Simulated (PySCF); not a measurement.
CH$_{6}$GeO: excited-state calculation

CH$_{6}$GeO, SMILES C[O][GeH3], computed with TDDFT PBE0/def2-SVPD, vertical, gas phase, core orbitals frozen in the response (PySCF 2.14.0).

The geometry comes from this level: GFN2-xTB, MD frame at 1000 fs, 300 K. It belongs to a series of runs on one base structure; here: MD frame at 1000 fs, 300 K.

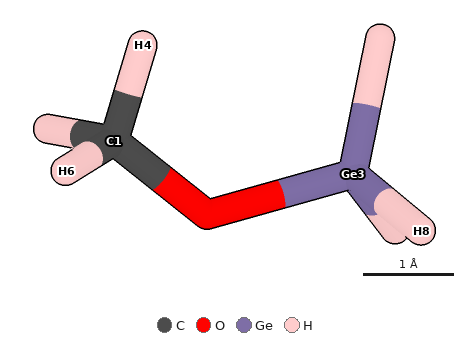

Figure 1. The input geometry (stick view, seen at a tilt; atoms are numbered from 1 in the order of the input). Sticks mark near contacts. Bond lengths as drawn: C–H 1.06 to 1.11 Å, C–O 1.36 Å, Ge–H 1.49 to 1.55 Å and Ge–O 1.74 Å.

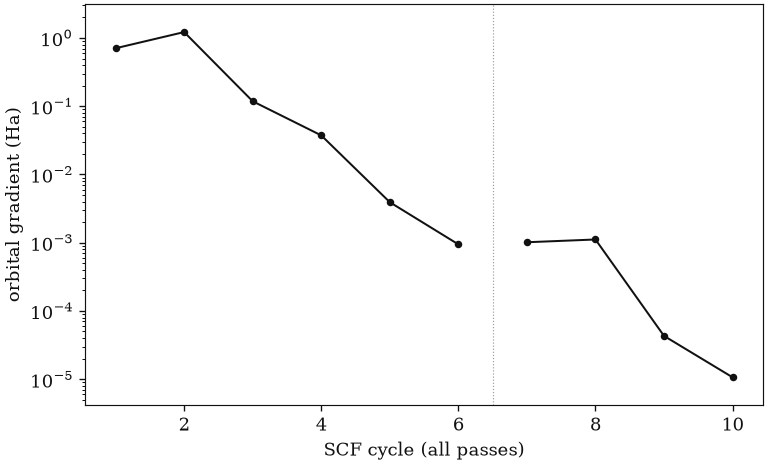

Figure 2. Convergence of the self-consistent field: orbital gradient against the SCF cycle. The dotted line marks the change from a coarse to the final integration grid. The first 6 cycles use a coarse grid, the final grid takes over at cycle 7, and the field converges after 10 cycles in all.

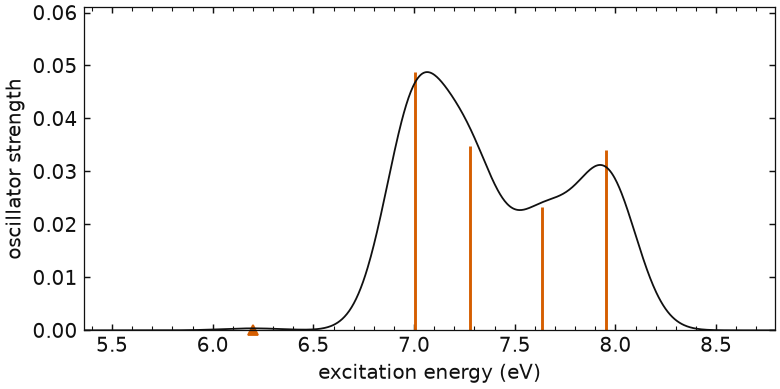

Figure 3. Computed excitations as sticks (degenerate states added up, dark ones marked on the axis), with a Gaussian envelope of 0.35 eV full width at half maximum, scaled to the tallest. Of the 5 states the lowest lies at 6.20 eV (f = 0.000); the strongest line is at 7.00 eV, or 177 nm (f = 0.049).

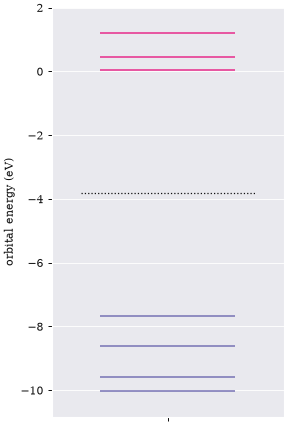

Figure 4. Orbital energies near the frontier; the dotted line parts filled from empty levels, and levels within 0.02 eV of each other stand side by side. Highest filled −7.66 eV, lowest empty 0.05 eV, 7.71 eV apart.

The input that produced these results follows, with the program's output.

Input file
```
{"job": {"kind": "uv", "xc": "PBE0", "basis": "def2-SVPD", "nstates": 5, "ntriplets": 0}, "charge": 0, "multiplicity": 1}
C     -0.600300     1.043500     1.106800
O     -0.699000     0.506000    -0.143800
Ge    -2.102800    -0.218900    -0.883200
H     -1.584100     1.088700     1.625600
H     -0.091600     0.425900     1.827100
H     -0.085200     1.974300     1.116900
H     -1.839500    -1.612300    -1.448600
H     -2.314300     0.711700    -2.022000
H     -3.363700    -0.416500    -0.002900
```

The first line tells a small driver script what to run in PySCF; the rest is the geometry in Å.

Launch command:
```bash
OMP_NUM_THREADS=1 python <driver script> task.json out
```

What the program printed
```
coarse grid: 32608 points
cycle   1  E = -2193.0984161520  dE = -3.850e-01  |g| = 7.081e-01  |ddm| = 3.406e+00
cycle   2  E = -2192.9043088398  dE =  1.941e-01  |g| = 1.223e+00  |ddm| = 1.714e+00
cycle   3  E = -2193.1809305960  dE = -2.766e-01  |g| = 1.183e-01  |ddm| = 1.158e+00
cycle   4  E = -2193.1830209034  dE = -2.090e-03  |g| = 3.740e-02  |ddm| = 1.295e-01
cycle   5  E = -2193.1831774038  dE = -1.565e-04  |g| = 3.922e-03  |ddm| = 3.016e-02
cycle   6  E = -2193.1831802227  dE = -2.819e-06  |g| = 9.447e-04  |ddm| = 5.812e-03
final grid: 67688 points
cycle   7  E = -2193.1831766463  dE =  4.165e-09  |g| = 1.015e-03  |ddm| = 3.030e-03
cycle   8  E = -2193.1831765991  dE =  4.724e-08  |g| = 1.114e-03  |ddm| = 2.068e-03
cycle   9  E = -2193.1831768874  dE = -2.883e-07  |g| = 4.298e-05  |ddm| = 1.071e-03
cycle  10  E = -2193.1831768877  dE = -3.238e-10  |g| = 1.063e-05  |ddm| = 4.284e-05
converged SCF energy = -2193.1831768877

Static polarisability (au): isotropic 48.329, principal 43.929 46.076 54.984

Singlet excitations
state   eV       nm        f      main configurations
  1   6.1999    200.0   0.00044   H->L 0.98
  2   7.0048    177.0   0.04876   H->L+1 0.98
  3   7.2756    170.4   0.03487   H-1->L 0.95
  4   7.6353    162.4   0.02332   H->L+2 0.94
  5   7.9545    155.9   0.03413   H->L+3 0.86, H-1->L+1 0.11
```

Summary

```tsv
quantity	value
outcome	converged
total energy	−2193.183177 hartree
HOMO	−7.66 eV
LUMO	0.05 eV
dipole moment	1.11 D
mean polarisability	48.33 a.u.
lowest excitation	6.20 eV
hardware	1 CPU thread, shared host
wall time	20 s
peak memory	0.56 GiB
```

Spin–orbit coupling is left out, which matters for the heavy atoms.
